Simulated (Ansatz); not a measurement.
# Fields on a plane of Si (diamond)

```xyz
2
Lattice="0.0000 2.7352 2.7352 2.7352 0.0000 2.7352 2.7352 2.7352 0.0000" Properties=species:S:1:pos:R:3 pbc="T T T"
Si     2.7352     2.7352     2.7352
Si     4.1027     4.1027     4.1027
```

The slice is a {110} plane (indices of the conventional cell) through the point (0.500, 0.500, 0.500) (fractional), spanned by u = [100] and v = [1 -1 -1] in vectors of this cell: u (3.87 Å) and v (5.47 Å, at 90° to u). It covers one period; positions are fractions (u, v).

Atoms on it: Si at (0.00, 0.00); Si at (0.50, 0.75).

All values below come from PBE (plane waves to 420 eV, PAW, scalar-relativistic; Ansatz, a quantum-chemistry and plane-wave program). k mesh 10×10×10. Near the nuclei the fields are pseudised (PAW); where an atom keeps semicore shells as valence, they peak there. Si was relaxed with its symmetry unable to fall.

```
|xxxxxx244333442xxxxx|
|xxxxx0110xxx0110xxxx|
|xxxxx00xxxxxxx00xxxx|
|xxxx00xxxxxxxxx00xxx|
|xx0110xxxxxxxxx0110x|
|33442xxxxxxxxxxx2443|
|66652xxxxxxxxxxx2566|
|88762xxxxxxxxxxx2678|
|988640xxxxxxxxx04688|
|998751xxxxxxxxx15789|
|9998640xxxxxxx046899|
|999876410xxx01467899|
|99998865433345688999|
|99999887766677889999|
|99999998888888999999|
|99999999999999999999|
|99999999999999999999|
|99999999999999999999|
|99999999999999999999|
|88889999999999999888|
|66778899999999988776|
|33456889999999886543|
|xx01467899999876410x|
|xxxx0468999998640xxx|
|xxxxx15789998751xxxx|
|xxxxx04688988640xxxx|
|xxxxxx267888762xxxxx|
|xxxxxx256666652xxxxx|
```
Scale: ten equal steps from 0.00 (start of '0') to 8.29 (end of '9'), in the order '0123456789'. Values: electrostatic potential energy of an electron, from the cell's mean, in eV. The map has 20 points along u (one character each, u = 0 at the left) and 28 along v (v = 0 in the bottom row). Points within 1 Å of a nucleus are blanked (x), as the pseudised field means little there. Values under 0 eV are set to 0. The zero, the cell's mean, hangs on the PAW cores.

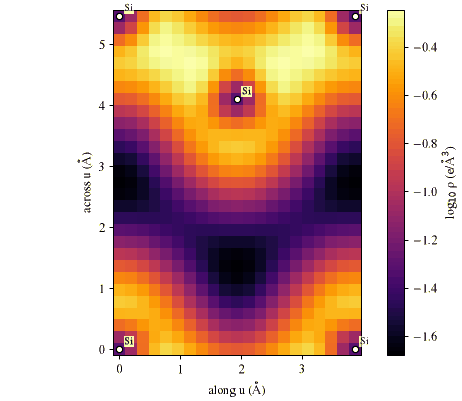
Figure: Log₁₀ of the valence density in e/Å³, one period of the plane, atoms marked. The scale is logarithmic, as a density can span decades between atoms and voids.

| Item | Result |
|---|---|
| Density on the Si–Si line (2.37 Å) at its midpoint | 0.56 e/Å³ |
| ELF at that point | 1.0 |
| ELF maximum in the middle third of the Si–Si line | 0.95, 1.2 Å from Si |
| Character of the Si–Si contact (rough rule: ELF there above 0.7 covalent, below 0.2 ionic, polar between) | shared-electron (covalent) |
